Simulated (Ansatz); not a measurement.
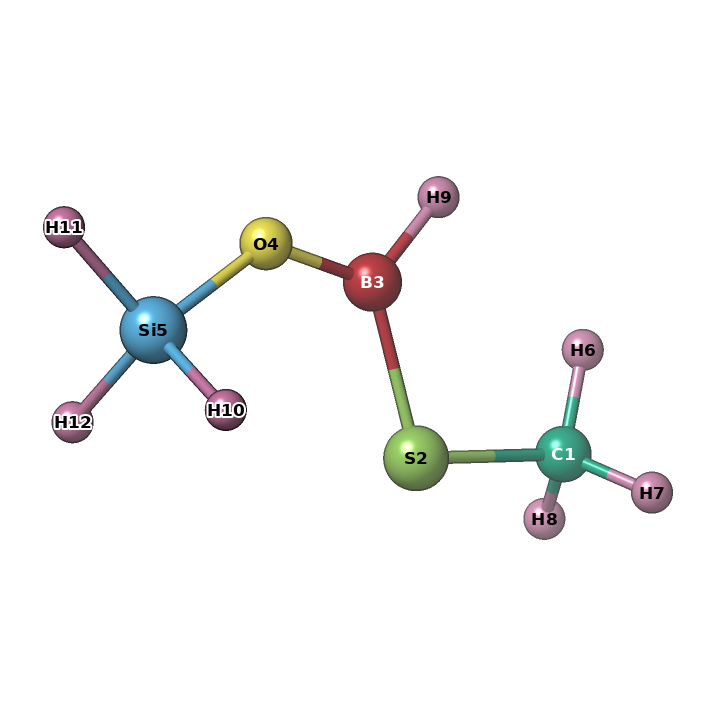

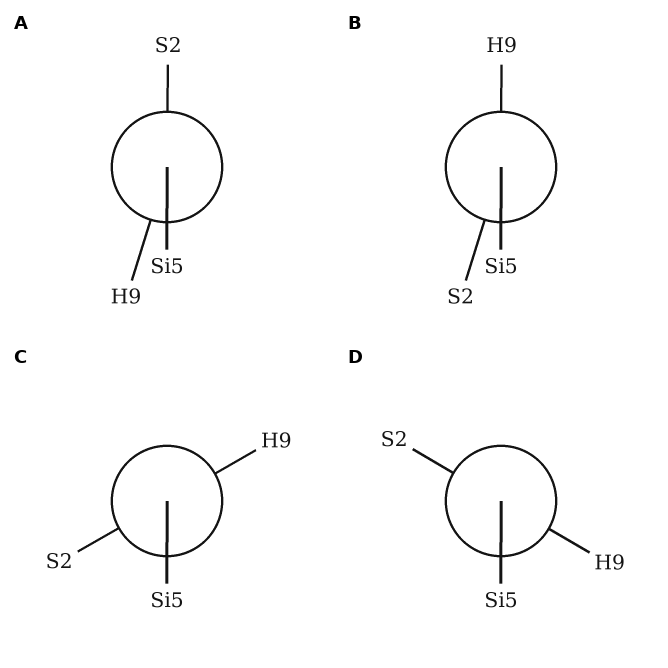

Atoms fade into the background with distance from the viewer. Bonds that would overlap in a projection are set slightly apart. The geometry was computed by an optimisation with PBE-D4/def2-SVP. No frequency run is at hand to confirm it as a minimum.

Which Newman projection shows the view along O4–B3, with O4 in front?

B. The torsion angle Si5–O4–B3–S2 is 0°, synperiplanar (eclipsed).
